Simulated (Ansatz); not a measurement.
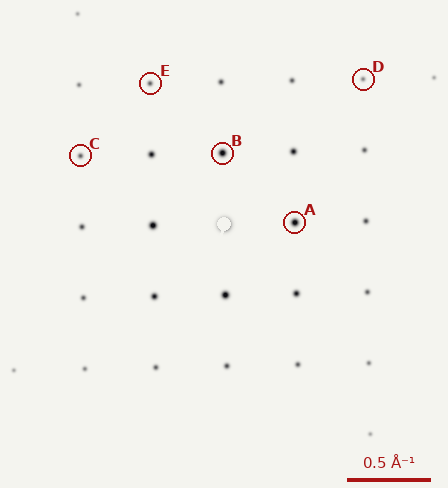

Simulated selected-area electron diffraction pattern (100 kV, kinematic approximation, thin crystal, B = 1 Å² for all atoms). The zone axis points towards the electron source and the pattern is seen from the source side.

Crystal: Nb, space group Im-3m (No. 229), a = 3.304 Å. Structure: the input geometry of an electronic-structure calculation (not necessarily at equilibrium).

Spot A is indexed -1 -1 0 and spot B 1 -1 0.

What are the indices of the remaining marked spots?

C = −2A + B = 3 1 0 (d = 1.045 Å). D = 2A + 2B = 0 -4 0 (d = 0.826 Å). E = −A + 2B = 3 -1 0 (d = 1.045 Å).

Give [uvw].

The cross product of A and B is parallel to [001]; every spot obeys hu + kv + lw = 0.

What are the spacings of A and B and the angle between them?

d(A) = 2.337 Å, d(B) = 2.337 Å, and the angle is 90.0°.
